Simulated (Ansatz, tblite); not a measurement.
# GeHBr3: removing an electron

Aim: the energy of removing an electron for GeHBr3, by energy differences, and how well orbital energies stand in for it.

Program: Ansatz 0.2.0, Gaussian basis. Level of theory: as each input shows. These are calculated values, not measurements.

The runs, in order: charge +1 doublet, at the geometry of the singlet (PBE0-D4/def2-TZVP, PBE-D4/def2-TZVP, r2SCAN-D4/def2-TZVP); charge +1 doublet, relaxed (PBE0-D4/def2-TZVP, PBE-D4/def2-TZVP); the starting singlet's energies come from earlier runs.

### 1 The relaxed structure

The singlet was relaxed beforehand with r2SCAN-D4/def2-SVP.

5 atoms, charge 0, spin multiplicity 1.

Atoms are counted from 1 here; the program's logs count them from 0.

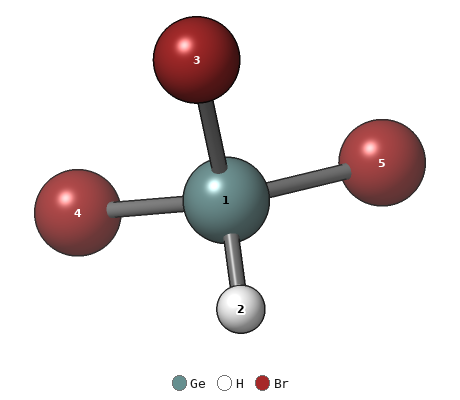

The structure; germanium teal, hydrogen white, bromine red; atoms are numbered from 1 in the order of the file.

### 2 Charge +1 doublet at the fixed geometry, first pass, PBE0-D4/def2-SVP

Input file in.yaml:

```yaml
crystal:
  periodic: [false, false, false]
  atoms:
    - {symbol: Ge, position_ang: [0.000470, -0.001447, 0.159101]}
    - {symbol: H, position_ang: [0.006782, -0.014453, 1.687056]}
    - {symbol: Br, position_ang: [2.157564, 0.010033, -0.623871]}
    - {symbol: Br, position_ang: [-1.086400, 1.873674, -0.594856]}
    - {symbol: Br, position_ang: [-1.078426, -1.867798, -0.627429]}
basis:
  gaussian: {orbitals: def2-SVP}
total_charge: 1
magnetization: {spin_polarized: true, initial_magnetization: 1}
hamiltonian: {xc: pbe0, dispersion: d4}
output: {orbitals: {seedname: orbitals}}
```

Started as:

```
$ ansatz run in.yaml --threads 4 --pin off --events-out ev --progress --plain --max-ram 3916MiB
```

Standard output:

```text
Functional definition: PBE0
  name "PBE0"
  cite "Adamo & Barone, J. Chem. Phys. 110, 6158 (1999) doi:10.1063/1.478522"
  cite "Perdew, Burke & Ernzerhof, Phys. Rev. Lett. 77, 3865 (1996) doi:10.1103/PhysRevLett.77.3865"
  parent pbe
  parameter a = 0.25
  parameter kappa = 0.804
  parameter beta = 0.06672455060314922
  exchange = (1 - a)*pbe_x(kappa = kappa, mu = beta*pi^2/3) + a*exact_x
  correlation = pbe_c(beta = beta)
1276 factors; integrals over basis functions are off by at most 1.4e-3 eV
mean field evaluation 1: about -266602.2077 eV, gradient 1.0e1 eV
mean field evaluation 2: about -266602.3876 eV, gradient 1.0e1 eV
mean field evaluation 4: about -266602.6344 eV, gradient 6.5e-1 eV
mean field evaluation 8: about -266602.6479 eV, gradient 5.4e-2 eV
mean field evaluation 16: about -266602.6479 eV, gradient 4.2e-4 eV
mean field evaluation 32: about -266602.4658 eV, gradient 2.3e0 eV
mean field -266602.64787833 eV, -9797.4665997634 hartree, gradient 3.0e-6 eV, S^2 0.754535; 7 other end points of the search recorded, 0 dependent functions left out
reference -266602.64790159 eV, -9797.4666006184 hartree; 69, 68 occupied and 64, 65 virtual orbitals, 1276 factors
Total energy: -266602.82385907 eV, -9797.4730669365 hartree
```

It took 35 s on 4 threads of Intel Xeon at 2.50GHz, shared host.

From the report: HOMO -13.95 eV, LUMO -12.43 eV (over both spins); ⟨S²⟩ 0.755 (pure: 0.75).

### 3 Charge +1 doublet at the fixed geometry, PBE0-D4/def2-TZVP

start.molden holds the orbitals of an earlier run on this state, given as this run's starting guess.

Edit in.yaml of step 2 so:

```diff
@@ -9,3 +9,3 @@
 basis:
-  gaussian: {orbitals: def2-SVP}
+  gaussian: {orbitals: def2-TZVP, initial_orbitals: start.molden}
 total_charge: 1
@@ -13,2 +13,3 @@
 hamiltonian: {xc: pbe0, dispersion: d4}
+scf: {omitted_lower_state_checks: [starts]}
 output: {orbitals: {seedname: orbitals}}
```

Launched as before.

Standard output, shortened:

```text
Functional definition: PBE0
  name "PBE0"
  cite "Adamo & Barone, J. Chem. Phys. 110, 6158 (1999) doi:10.1063/1.478522"
  cite "Perdew, Burke & Ernzerhof, Phys. Rev. Lett. 77, 3865 (1996) doi:10.1103/PhysRevLett.77.3865"
  parent pbe
[...]
1362 factors; integrals over basis functions are off by at most 1.2e-3 eV
[...]
mean field -266635.32706455 eV, -9798.6675377062 hartree, gradient 4.3e-6 eV, S^2 0.755584; 0 other end points of the search recorded, 0 dependent functions left out
reference -266635.32709115 eV, -9798.6675386839 hartree; 69, 68 occupied and 129, 130 virtual orbitals, 1362 factors
Total energy: -266635.50304863 eV, -9798.6740050020 hartree
Checks for a lower state left out: starts
```

Run time: 26 s. Hardware: 4 threads of Intel Xeon at 2.50GHz, shared host; peak memory 0.86 GiB.

HOMO -13.88 eV, LUMO -12.35 eV (over both spins); ⟨S²⟩ 0.756 (pure: 0.75).

### 4 Charge +1 doublet at the fixed geometry, PBE-D4/def2-TZVP

Edit in.yaml of step 3 so:

```diff
@@ -12,3 +12,3 @@
 magnetization: {spin_polarized: true, initial_magnetization: 1}
-hamiltonian: {xc: pbe0, dispersion: d4}
+hamiltonian: {xc: pbe, dispersion: d4}
 scf: {omitted_lower_state_checks: [starts]}
```

Launched as before.

Standard output:

```text
Functional definition: PBE
  name "PBE"
  cite "Perdew, Burke & Ernzerhof, Phys. Rev. Lett. 77, 3865 (1996) doi:10.1103/PhysRevLett.77.3865"
  parent pbe
  parameter kappa = 0.804
  parameter beta = 0.06672455060314922
  exchange = pbe_x(kappa = kappa, mu = beta*pi^2/3)
  correlation = pbe_c(beta = beta)
these checks for a lower state are left out or cut short: starts
1530 factors; their error is unknown
mean field evaluation 1: about -266626.9791 eV, gradient 1.1e1 eV
mean field evaluation 2: about -266627.1320 eV, gradient 2.1e-1 eV
mean field evaluation 4: about -266627.0549 eV, gradient 9.9e-4 eV
mean field evaluation 8: about -266627.0549 eV, gradient 1.5e-5 eV
mean field -266627.05493580 eV, -9798.3635425817 hartree, gradient 1.0e-5 eV, S^2 0.751752; 0 other end points of the search recorded, 0 dependent functions left out
reference -266627.05497143 eV, -9798.3635438912 hartree; 69, 68 occupied and 129, 130 virtual orbitals, 1530 factors
Total energy: -266627.25746820 eV, -9798.3709855103 hartree
Checks for a lower state left out: starts
```

It took 11 s on 4 threads of Intel Xeon at 2.50GHz, shared host.

From the report: HOMO -12.79 eV, LUMO -12.61 eV (over both spins); ⟨S²⟩ 0.752 (pure: 0.75).

### 5 Charge +1 doublet at the fixed geometry, r2SCAN-D4/def2-TZVP

Edit in.yaml of step 4 so:

```diff
@@ -12,3 +12,3 @@
 magnetization: {spin_polarized: true, initial_magnetization: 1}
-hamiltonian: {xc: pbe, dispersion: d4}
+hamiltonian: {xc: r2scan, dispersion: d4}
 scf: {omitted_lower_state_checks: [starts]}
```

Launched as before.

Standard output:

```text
Functional definition: r2SCAN
  name "r2SCAN"
  cite "Furness, Kaplan, Ning, Perdew & Sun, J. Phys. Chem. Lett. 11, 8208 (2020) doi:10.1021/acs.jpclett.0c02405"
  cite "Furness, Kaplan, Ning, Perdew & Sun, J. Phys. Chem. Lett. 11, 9248 (2020) doi:10.1021/acs.jpclett.0c03077"
  parent r2scan
  parameter k0 = 0.174
  parameter k1 = 0.065
  parameter a1 = 4.9479
  exchange = r2scan_x(k0 = k0, k1 = k1, a1 = a1)
  correlation = r2scan_c
these checks for a lower state are left out or cut short: starts
1530 factors; their error is unknown
mean field evaluation 1: about -266665.5470 eV, gradient 8.5e0 eV
mean field evaluation 2: about -266665.6118 eV, gradient 1.1e-1 eV
mean field evaluation 4: about -266665.5302 eV, gradient 2.4e-4 eV
mean field evaluation 8: about -266665.5302 eV, gradient 2.1e-5 eV
mean field -266665.53019605 eV, -9799.7774823164 hartree, gradient 6.7e-6 eV, S^2 0.753027; 0 other end points of the search recorded, 0 dependent functions left out
reference -266665.53020865 eV, -9799.7774827796 hartree; 69, 68 occupied and 129, 130 virtual orbitals, 1530 factors
Total energy: -266665.57244376 eV, -9799.7790348911 hartree
Checks for a lower state left out: starts
```

Run time: 24 s. Hardware: 4 threads of Intel Xeon at 2.50GHz, shared host.

Report: HOMO -13.15 eV, LUMO -12.84 eV (over both spins); ⟨S²⟩ 0.753 (pure: 0.75).

### 6 Vertical ionisation energy

Charged state less starting state, singlet to doublet; the starting state's energies are those of its earlier runs.

| level | vertical ionisation energy (eV) | time |
| --- | --- | --- |
| PBE-D4/def2-TZVP | +9.97 | 18 s |
| r2SCAN-D4/def2-TZVP | +10.27 | 35 s |
| PBE0-D4/def2-TZVP | +10.49 | 40 s |

Times add the two runs; a level without a time comes out of a correlated run.

Beside −ε(HOMO) of the starting state:

| level | −ε(HOMO) (eV) | by difference (eV) | mismatch (eV) |
| --- | --- | --- | --- |
| PBE-D4/def2-TZVP | 7.33 | 9.97 | -2.64 |
| r2SCAN-D4/def2-TZVP | 7.68 | 10.27 | -2.58 |
| PBE0-D4/def2-TZVP | 8.62 | 10.49 | -1.87 |

### 7 Relaxing the charge +1 doublet

Edit in.yaml of step 5 so:

```diff
@@ -9,3 +9,3 @@
 basis:
-  gaussian: {orbitals: def2-TZVP, initial_orbitals: start.molden}
+  gaussian: {orbitals: def2-SVP}
 total_charge: 1
@@ -13,3 +13,4 @@
 hamiltonian: {xc: r2scan, dispersion: d4}
-scf: {omitted_lower_state_checks: [starts]}
+scf: {lower_state_search: "off"}
 output: {orbitals: {seedname: orbitals}}
+relax: {f_tol: 0.02, max_steps: 100}
```

The command is unchanged.

Standard output, shortened:

```text
Functional definition: r2SCAN
  name "r2SCAN"
  cite "Furness, Kaplan, Ning, Perdew & Sun, J. Phys. Chem. Lett. 11, 8208 (2020) doi:10.1021/acs.jpclett.0c02405"
  cite "Furness, Kaplan, Ning, Perdew & Sun, J. Phys. Chem. Lett. 11, 9248 (2020) doi:10.1021/acs.jpclett.0c03077"
  parent r2scan
[...]
1444 factors; their error is unknown
[...]
mean field -266633.55163136 eV, -9798.6022917400 hartree, gradient 6.6e-6 eV, S^2 0.752249; 0 other end points of the search recorded, 0 dependent functions left out
[...]
reference -266633.55163993 eV, -9798.6022920550 hartree; 69, 68 occupied and 64, 65 virtual orbitals, 1444 factors
relax step   1: F+E_penalty+E_count = -266633.59386646 eV  Δ(F+E_penalty+E_count) = +0.000e0 eV  max|allowed force component| = 7.882e-1 eV/Å  Δτ_max = 0.0000 Å  (19 SCF iters, accepted)
[...]
relax step   2: F+E_penalty+E_count = -266633.64591782 eV  Δ(F+E_penalty+E_count) = -5.205e-2 eV  max|allowed force component| = 5.355e-2 eV/Å  Δτ_max = 0.0936 Å  (22 SCF iters, accepted)
[...]
relax step   3: F+E_penalty+E_count = -266633.64625407 eV  Δ(F+E_penalty+E_count) = -3.363e-4 eV  max|allowed force component| = 1.062e-2 eV/Å  Δτ_max = 0.0053 Å  (27 SCF iters, accepted)
Total energy: -266633.64626270 eV, -9798.6057693774 hartree
Atom 0 at     0.000898    -0.002229     0.253423 Å, force     0.000804    -0.000133     0.010620 eV/Å
Atom 1 at     0.007050    -0.015336     1.775414 Å, force    -0.000193    -0.000064    -0.005013 eV/Å
Atom 2 at     2.106048     0.010482    -0.684593 Å, force     0.009489     0.000033    -0.001818 eV/Å
Atom 3 at    -1.060891     1.829866    -0.656285 Å, force    -0.005113     0.008323    -0.001905 eV/Å
Atom 4 at    -1.053116    -1.822773    -0.687958 Å, force    -0.004987    -0.008160    -0.001884 eV/Å
Dipole moment:     0.001209    -0.002504     0.290969 e Å
Checks for a lower state left out: stability, starts, cluster_reference, orbital_swaps, neighbouring_geometries, increment
```

Run time: 24 s. Hardware: 4 threads of Intel Xeon at 2.50GHz, shared host.

Relaxation path:

| step | energy from step 1 (eV) | largest force component (eV/Å) |
| --- | --- | --- |
| 1 | 0.0000 | 0.7882 |
| 2 | -0.0521 | 0.0535 |
| 3 | -0.0524 | 0.0106 |

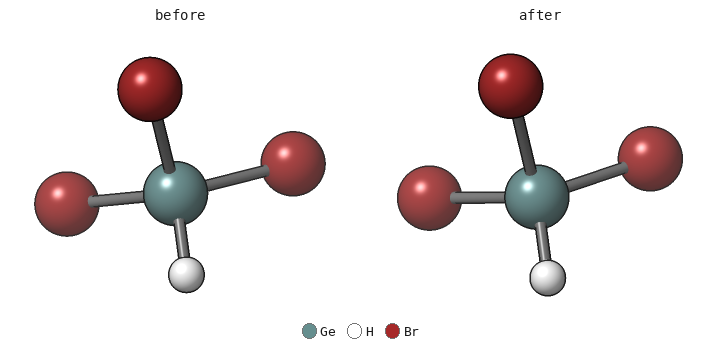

Before and after, at one scale.

Distances of close pairs at the start and the end, largest changes first:

| bond | before (Å) | after (Å) | change (Å) |
| --- | --- | --- | --- |
| Ge1–Br4 | 2.295 | 2.305 | +0.010 |
| Ge1–Br5 | 2.295 | 2.305 | +0.010 |
| Ge1–Br3 | 2.295 | 2.305 | +0.010 |
| Ge1–H2 | 1.528 | 1.522 | -0.006 |

### 8 Charge +1 doublet, PBE0-D4/def2-TZVP

Input file in.yaml:

```yaml
crystal:
  periodic: [false, false, false]
  atoms:
    - {symbol: Ge, position_ang: [0.000898, -0.002229, 0.253423]}
    - {symbol: H, position_ang: [0.007050, -0.015336, 1.775414]}
    - {symbol: Br, position_ang: [2.106048, 0.010482, -0.684593]}
    - {symbol: Br, position_ang: [-1.060891, 1.829866, -0.656285]}
    - {symbol: Br, position_ang: [-1.053116, -1.822773, -0.687958]}
basis:
  gaussian: {orbitals: def2-TZVP, initial_orbitals: start.molden}
total_charge: 1
magnetization: {spin_polarized: true, initial_magnetization: 1}
hamiltonian: {xc: pbe0, dispersion: d4}
scf: {omitted_lower_state_checks: [starts]}
output: {orbitals: {seedname: orbitals}}
```

The command is unchanged.

Standard output, shortened:

```text
Functional definition: PBE0
  name "PBE0"
  cite "Adamo & Barone, J. Chem. Phys. 110, 6158 (1999) doi:10.1063/1.478522"
  cite "Perdew, Burke & Ernzerhof, Phys. Rev. Lett. 77, 3865 (1996) doi:10.1103/PhysRevLett.77.3865"
  parent pbe
[...]
1362 factors; integrals over basis functions are off by at most 1.2e-3 eV
[...]
mean field -266635.38623916 eV, -9798.6697123333 hartree, gradient 5.0e-6 eV, S^2 0.755597; 0 other end points of the search recorded, 0 dependent functions left out
reference -266635.38626570 eV, -9798.6697133083 hartree; 69, 68 occupied and 129, 130 virtual orbitals, 1362 factors
Total energy: -266635.56469640 eV, -9798.6762705159 hartree
Checks for a lower state left out: starts
```

It took 28 s on 4 threads of Intel Xeon at 2.50GHz, shared host; peak memory 0.87 GiB.

HOMO -13.78 eV, LUMO -12.24 eV (over both spins); ⟨S²⟩ 0.756 (pure: 0.75).

### 9 Charge +1 doublet, PBE-D4/def2-TZVP

Edit in.yaml of step 8 so:

```diff
@@ -12,3 +12,3 @@
 magnetization: {spin_polarized: true, initial_magnetization: 1}
-hamiltonian: {xc: pbe0, dispersion: d4}
+hamiltonian: {xc: pbe, dispersion: d4}
 scf: {omitted_lower_state_checks: [starts]}
```

The command is unchanged.

Standard output:

```text
Functional definition: PBE
  name "PBE"
  cite "Perdew, Burke & Ernzerhof, Phys. Rev. Lett. 77, 3865 (1996) doi:10.1103/PhysRevLett.77.3865"
  parent pbe
  parameter kappa = 0.804
  parameter beta = 0.06672455060314922
  exchange = pbe_x(kappa = kappa, mu = beta*pi^2/3)
  correlation = pbe_c(beta = beta)
these checks for a lower state are left out or cut short: starts
1530 factors; their error is unknown
mean field evaluation 1: about -266627.0286 eV, gradient 1.1e1 eV
mean field evaluation 2: about -266627.1813 eV, gradient 2.1e-1 eV
mean field evaluation 4: about -266627.1040 eV, gradient 8.4e-4 eV
mean field evaluation 8: about -266627.1040 eV, gradient 1.3e-5 eV
mean field -266627.10396019 eV, -9798.3653441947 hartree, gradient 1.6e-5 eV, S^2 0.751773; 0 other end points of the search recorded, 0 dependent functions left out
reference -266627.10399567 eV, -9798.3653454986 hartree; 69, 68 occupied and 129, 130 virtual orbitals, 1530 factors
Total energy: -266627.30989099 eV, -9798.3729120123 hartree
Checks for a lower state left out: starts
```

Run time: 9 s. Hardware: 4 threads of Intel Xeon at 2.50GHz, shared host.

HOMO -12.69 eV, LUMO -12.51 eV (over both spins); ⟨S²⟩ 0.752 (pure: 0.75).

### 10 Adiabatic ionisation energy

Charged state less starting state, singlet to doublet; the starting state's energies are those of its earlier runs.

| level | adiabatic ionisation energy (eV) | time |
| --- | --- | --- |
| PBE-D4/def2-TZVP | +9.92 | 16 s |
| PBE0-D4/def2-TZVP | +10.43 | 42 s |

Times add the two runs; a level without a time comes out of a correlated run.

### 11 Summary of results

| quantity | value |
| --- | --- |
| vertical ionisation energy, functionals in def2-TZVP | 9.97 (PBE-D4) to 10.49 eV (PBE0-D4) |
| adiabatic ionisation energy, functionals in def2-TZVP | 9.92 (PBE-D4) to 10.43 eV (PBE0-D4) |
| relaxation of the cation side, PBE-D4/def2-TZVP | 0.05 eV |

The vertical ionisation energy spans 9.97 to 10.49 eV over the functionals. −ε(HOMO) misses the level's own difference by -1.87 eV at best (PBE0-D4) and -2.64 eV at worst (PBE-D4). The adiabatic ionisation energy spans 9.92 to 10.43 eV over the functionals. Relaxing the oxidised state gains 0.05 eV at PBE-D4/def2-TZVP.
